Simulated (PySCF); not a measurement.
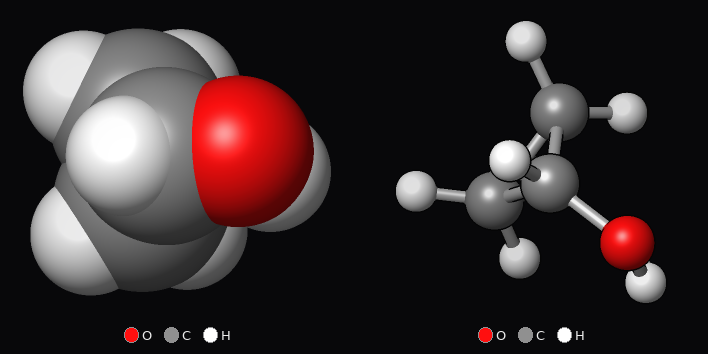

The same structure drawn twice, from different directions.

The computed structure is the end point of a PBE0-D3(BJ)/def2-TZVP optimisation. No frequency run is at hand to confirm it as a minimum.

Identify the structure.

The molecule is C₃H₆O. As SMILES it reads `OC1CC1`. Independent rings (smallest set): 1 of 3 members. Among its groups: alcohol. Coordination, clear cases only: 1 O bent.

More results for the same structure follow; atom numbers are the same in all pictures, views and colours differ.

## Geometry

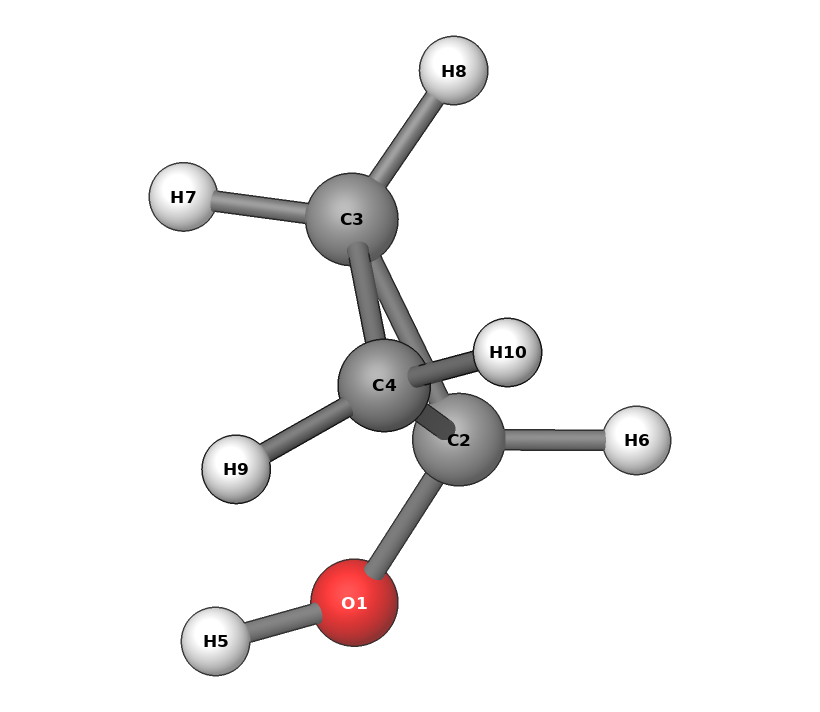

Numbered structure. No frequency run is at hand to confirm it as a minimum.

What are the angles O1–C2–C3, O1–C2–C4, O1–C2–H6, C2–O1–H5, C2–C3–C4, C2–C3–H7, C2–C3–H8, C2–C4–H10, C3–C2–H6, C3–C4–H9, C4–C2–H6, C4–C3–H8?

| angle | degrees |
| --- | --- |
| O1–C2–C3 | 121.7 |
| O1–C2–C4 | 122.0 |
| O1–C2–H6 | 110.0 |
| C2–O1–H5 | 108.8 |
| C2–C3–C4 | 59.4 |
| C2–C3–H7 | 116.9 |
| C2–C3–H8 | 119.0 |
| C2–C4–H10 | 119.4 |
| C3–C2–H6 | 117.3 |
| C3–C4–H9 | 116.8 |
| C4–C2–H6 | 117.5 |
| C4–C3–H8 | 118.9 |

## Polarisability

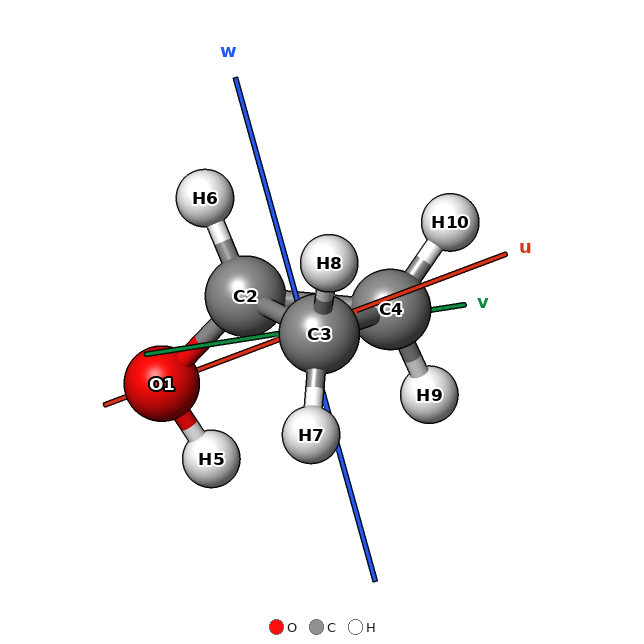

The lines u, v and w are the principal axes of the static dipole polarisability. No frequency run is at hand to confirm it as a minimum. Method: CAM-B3LYP/aug-cc-pVTZ (PySCF 2.14.0).

> Along which axis is the molecule most polarisable, and along which least?

Most along u, least along w.

> Give the three principal values.

u 43.1, v 40.9, w 38.2 bohr³; mean 40.7, anisotropy 4.3 bohr³.

## Excitation

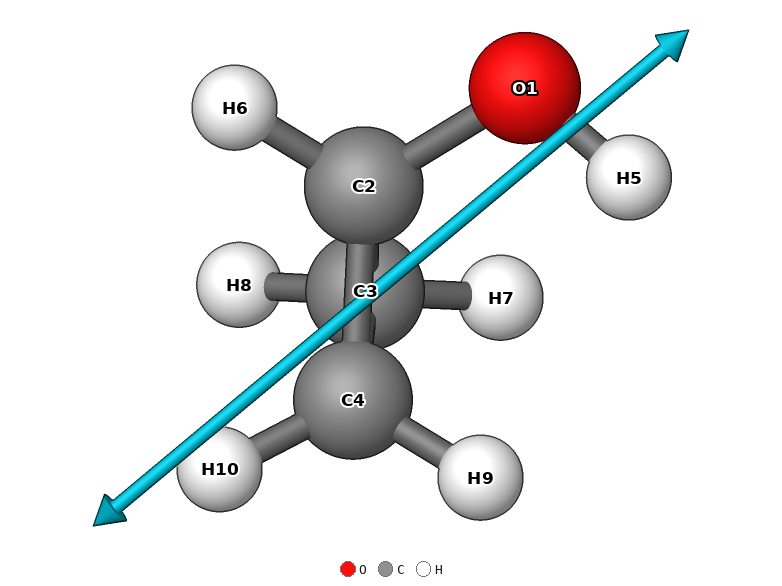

The double arrow shows the direction of the transition dipole to excited singlet state 9 (its length means nothing). No frequency run is at hand to confirm it as a minimum. Level of theory: TDDFT CAM-B3LYP/aug-cc-pVTZ, vertical, gas phase, core orbitals frozen in the response (PySCF 2.14.0).

> Give its energy, strength and character.

8.08 eV (153 nm), oscillator strength 0.015, mainly HOMO → LUMO+5 (weight 0.70); transition dipole 0.70 D.

## Spin–spin coupling

No frequency run is at hand to confirm it as a minimum. Method: PBE0/pcJ-2 indirect spin-spin coupling, non-relativistic, gas phase (PySCF 2.14.0). Isotopes: 13C, 1H, 17O.

Give the spin–spin coupling constants of these pairs, with the number of bonds between them: O1/C2, C3/H7, C3/C4, C4/H9, C2/H10, C3/H9, C4/H7, C4/H5, H8/H9.

| pair | bonds apart | J (Hz) |
| --- | --- | --- |
| O1, C2 | 1 | 24.5 |
| C3, H7 | 1 | 155.9 |
| C3, C4 | 1 | 8.7 |
| C4, H9 | 1 | 152.0 |
| C2, H10 | 2 | −1.1 |
| C3, H9 | 2 | −2.5 |
| C4, H7 | 2 | −2.5 |
| C4, H5 | 3 | 3.2 |
| H8, H9 | 3 | 7.2 |

## NMR shielding

The questions are on isotropic NMR shieldings of the C atoms. No frequency run is at hand to confirm it as a minimum. Level of theory: GIAO WP04/pcSseg-2 NMR shielding, non-relativistic, IEF-PCM chloroform (PySCF 2.14.0).

List the isotropic NMR shieldings of the C atoms.

```tsv
atom	σ (ppm)
C2	120.0
C3	165.2
C4	164.4
```
